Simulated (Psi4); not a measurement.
# OMP2/cc-pVDZ (density fitting for correlation) run of CH5BO2 (SMILES COBO)

Aim: the vertical ionisation energy of CH5BO2 at OMP2/cc-pVDZ (density fitting for correlation), from 2 runs. 

The calculation is run with Psi4 1.11.

1 further run of the same task is left out (set aside as unsound or not needed). Runs told in other sessions of the task aren't counted.

## 1. The system as given

CH5BO2 has 9 atoms, charge 0, and is taken as a singlet. As SMILES, `COBO`. Geometry: relaxed at PBE0-D4/def2-TZVP. This is one conformer, not always the lowest.

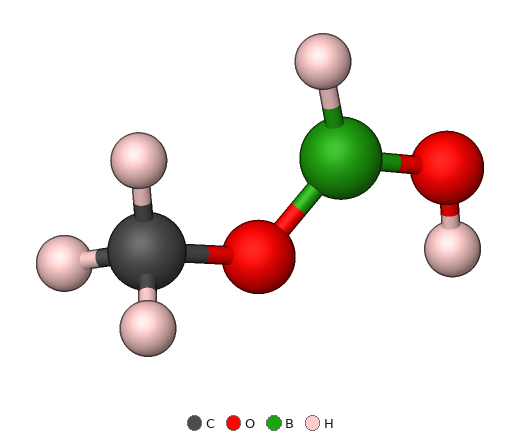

The structure, seen from a chosen angle (carbon dark grey, oxygen red, boron green, hydrogen pink).

## 2. A single-point energy at OMP2/cc-pVDZ (density fitting for correlation)

job.json

```json
{
  "schema_name": "qcschema_input",
  "schema_version": 1,
  "molecule": {
    "schema_name": "qcschema_molecule",
    "schema_version": 2,
    "symbols": ["C", "O", "B", "O", "H", "H", "H", "H", "H"],
    "geometry": [0.53252482, 1.51537138, -1.9981964, -0.21448392, 0.85944744, 0.47432126, -0.25492405, -1.57622056, 1.26914007, -0.99135032, -2.11365867, 3.66323409, 1.07355341, -0.15080014, -3.0946155, 2.13803614, 2.80888891, -1.90144243, -1.02952279, 2.47081691, -2.95118529, 0.34752063, -3.2850999, -0.08995096, -1.43411316, -0.61661763, 4.59619188],
    "molecular_charge": 0,
    "molecular_multiplicity": 1,
    "fix_symmetry": "c1",
    "fix_com": true,
    "fix_orientation": true
  },
  "driver": "energy",
  "model": {
    "method": "omp2",
    "basis": "cc-pVDZ"
  },
  "keywords": {
    "puream": true,
    "e_convergence": 1e-09,
    "d_convergence": 1e-08,
    "scf_type": "pk",
    "num_frozen_docc": 4
  }
}
```

On the command line:

```sh
psi4 --qcschema job.json -n 1 --memory 2200MB
```

stdout:

```text
[...]
  Running in c1 symmetry.
[...]
  Nuclear repulsion =  115.438950572107530
[...]
  Multiplicity = 1
[...]
  Nalpha       = 16
  Nbeta        = 16
[...]
    Number of basis functions: 81
[...]
   @RHF iter   1:  -215.19087066319469   -9.61685e-01   5.92173e-03 DIIS/ADIIS
[...]
   @RHF iter  11:  -215.29575439666027   -1.33582e-11   8.97245e-09 DIIS
[...]
    Orbital Energies [Eh]
    ---------------------
    Doubly Occupied:
       1A    -20.565137     2A    -20.562025     3A    -11.289314
       4A     -7.641776     5A     -1.390020     6A     -1.347703
       7A     -0.944973     8A     -0.754709     9A     -0.702510
      10A     -0.653144    11A     -0.638771    12A     -0.551807
      13A     -0.536378    14A     -0.530675    15A     -0.478414
      16A     -0.457638
[...]
  @RHF Final Energy:  -215.29575439666027
   => Energetics <=
    Nuclear Repulsion Energy =            115.4389505721075295
    One-Electron Energy =                -523.3794208818296738
    Two-Electron Energy =                 192.6447159130619013
    Total Energy =                       -215.2957543966602714
[...]
 Multipole Moments:
 ------------------------------------------------------------------------------------
     Multipole            Electronic (a.u.)      Nuclear  (a.u.)        Total (a.u.)
 ------------------------------------------------------------------------------------
 L = 1.  Multiply by 2.5417464519 to convert [e a0] to [Debye]
 Dipole X            :          6.7194424           -6.6306710            0.0887714
 Dipole Y            :          8.1832555           -7.5953762            0.5878793
 Dipole Z            :        -24.4544466           24.0159624           -0.4384842
 Magnitude           :                                                    0.7387495
[...]
	Warning: cc_lambda option is changed to TRUE
	For this residual convergence, default PCG convergence is:     1.00e-07
[...]
	DF-MP2 Total Energy (a.u.)         :  -215.89484590387681
[...]
	DF-MP2 Total Energy (a.u.)         :  -215.90237684878019
[...]
	DF-OMP2 Total Energy (a.u.)        :  -215.90237684878366
[...]
```

The result, in JSON:

```text
{
 "driver": "energy",
 "model": {
  "method": "omp2",
  "basis": "cc-pVDZ"
 },
 "success": true,
 "return_result": -215.90237684878366,
 "properties": {
  "calcinfo_nbasis": 81,
  "calcinfo_nmo": 81,
  "calcinfo_nalpha": 16,
  "calcinfo_nbeta": 16,
  "calcinfo_natom": 9,
  "nuclear_repulsion_energy": 115.43895057210753,
  "return_energy": -215.90237684878366,
  "scf_one_electron_energy": -523.3794208818297,
  "scf_two_electron_energy": 192.6447159130619,
  "scf_dipole_moment": [0.08877141567838809, 0.5878793349929268, -0.43848418524073196],
  "scf_total_energy": -215.29575439666027,
  "scf_iterations": 11,
  "mp2_singles_energy": 0.0,
  "mp2_doubles_energy": -0.599091507216549,
  "mp2_correlation_energy": -0.5990915072165421,
  "mp2_total_energy": -215.8948459038768
 }
}
```

It took 13 s on 1 thread of AMD EPYC 7R43 (Zen 3), shared host; peak memory 0.29 GiB.

## 3. The doublet cation at the same level

ch5bo2.xyz

```xyz
9
CH5BO2
C      0.281800     0.801900    -1.057400
O     -0.113500     0.454800     0.251000
B     -0.134900    -0.834100     0.671600
O     -0.524600    -1.118500     1.938500
H      0.568100    -0.079800    -1.637600
H      1.131400     1.486400    -1.006200
H     -0.544800     1.307500    -1.561700
H      0.183900    -1.738400    -0.047600
H     -0.758900    -0.326300     2.432200
```

run.py

```python
import numpy as np
from ase.calculators.psi4 import Psi4
from ase.io import read

a = read('ch5bo2.xyz')
calc = Psi4(atoms=a, method='omp2', basis='cc-pVDZ', memory='2200MB', num_threads=1, charge=1, multiplicity=2, label='psi4-calc', reference='uhf')
calc.psi4.set_options({'puream': True, 'e_convergence': 1e-09, 'd_convergence': 1e-08, 'scf_type': 'pk', 'num_frozen_docc': 4, 'maxiter': 100})
a.calc = calc

print(f'energy: {a.get_potential_energy():.6f} eV')
```

On the command line:

```sh
python run.py
```

psi4-calc.dat:

```text
[...]
  Running in c1 symmetry.
[...]
  Nuclear repulsion =  115.438950461155656
[...]
  Multiplicity = 2
[...]
  Nalpha       = 16
  Nbeta        = 15
[...]
    Number of basis functions: 81
[...]
   @UHF iter   1:  -214.77130395880533   -5.42118e-01   5.52194e-03 DIIS/ADIIS
[...]
   @UHF iter  22:  -214.91870620912704   -1.70530e-12   5.39056e-09 DIIS
[...]
   @S^2 Observed:                7.719964349E-01
[...]
    Orbital Energies [Eh]
    ---------------------
    Alpha Occupied:
       1A    -21.011974     2A    -20.819448     3A    -11.553243
       4A     -7.913198     5A     -1.818970     6A     -1.607731
       7A     -1.258425     8A     -1.068805     9A     -1.065514
      10A     -0.991656    11A     -0.976204    12A     -0.819702
      13A     -0.808404    14A     -0.804327    15A     -0.770845
      16A     -0.752231
    Alpha Virtual:
      17A     -0.063476    18A     -0.010159    19A      0.002692
      20A      0.041282    21A      0.053130    22A      0.055435
      23A      0.102077    24A      0.156190    25A      0.185305
[...]
  @UHF Final Energy:  -214.91870620912704
   => Energetics <=
    Nuclear Repulsion Energy =            115.4389504611556561
    One-Electron Energy =                -514.0260871212283291
    Two-Electron Energy =                 183.6684304509456638
    Total Energy =                       -214.9187062091270377
  UHF NO Occupations:
  HONO-2 :   14  A 1.9983137
  HONO-1 :   15  A 1.9930545
  HONO-0 :   16  A 1.0000000
  LUNO+0 :   17  A 0.0069455
  LUNO+1 :   18  A 0.0016863
[...]
 Multipole Moments:
 ------------------------------------------------------------------------------------
     Multipole            Electronic (a.u.)      Nuclear  (a.u.)        Total (a.u.)
 ------------------------------------------------------------------------------------
 L = 1.  Multiply by 2.5417464519 to convert [e a0] to [Debye]
 Dipole X            :         -0.8841202            1.1507181            0.2665979
 Dipole Y            :         -0.7320701            1.9946939            1.2626238
 Dipole Z            :          2.8998247           -4.0759431           -1.1761184
 Magnitude           :                                                    1.7460091
[...]
	Warning: cc_lambda option is changed to TRUE
	For this residual convergence, default PCG convergence is:     1.00e-07
[...]
	DF-SCS-MP2 Total Energy (a.u.)     :  -215.46813532174426
	DF-SOS-MP2 Total Energy (a.u.)     :  -215.46446451064176
[...]
	DF-SCS-OMP2 Total Energy (a.u.)    :  -215.48607661949333
	DF-SOS-OMP2 Total Energy (a.u.)    :  -215.43389817365738
	DF-SCS(N)-OMP2 Total Energy (a.u.) :  -215.16419606730207
[...]
	DF-OMP2 Total Energy (a.u.)        :  -215.49956612747266
[...]
```

Standard output:

```text
energy: -5864.041882 eV
```

Run time: 38 s. Hardware: 1 thread of AMD EPYC 7R43 (Zen 3), shared host; peak memory 0.3 GiB.

## 4. Results

Level: OMP2/cc-pVDZ (density fitting for correlation), 4 core orbitals frozen.

```
                                                                  quantity          value
                                              singlet CH5BO2: total energy  -215.90238 Eh
                       singlet CH5BO2: HOMO energy (Hartree–Fock orbitals)      -12.45 eV
                       singlet CH5BO2: LUMO energy (Hartree–Fock orbitals)        5.04 eV
                     singlet CH5BO2: HOMO–LUMO gap (Hartree–Fock orbitals)       17.49 eV
               singlet CH5BO2: correlation energy (4 core orbitals frozen)     -606.6 mEh
                                              doublet cation: total energy  -215.49957 Eh
doublet cation: HOMO energy (Hartree–Fock orbitals) (highest over α and β)      -19.74 eV
 doublet cation: LUMO energy (Hartree–Fock orbitals) (lowest over α and β)       -8.12 eV
               doublet cation: correlation energy (4 core orbitals frozen)     -580.9 mEh
                         doublet cation: ⟨S²⟩ of the reference determinant          0.772
                        vertical ionisation energy (to the doublet cation)      10.961 eV
```

Removing an electron at fixed nuclei costs 10.96 eV (1058 kJ/mol).
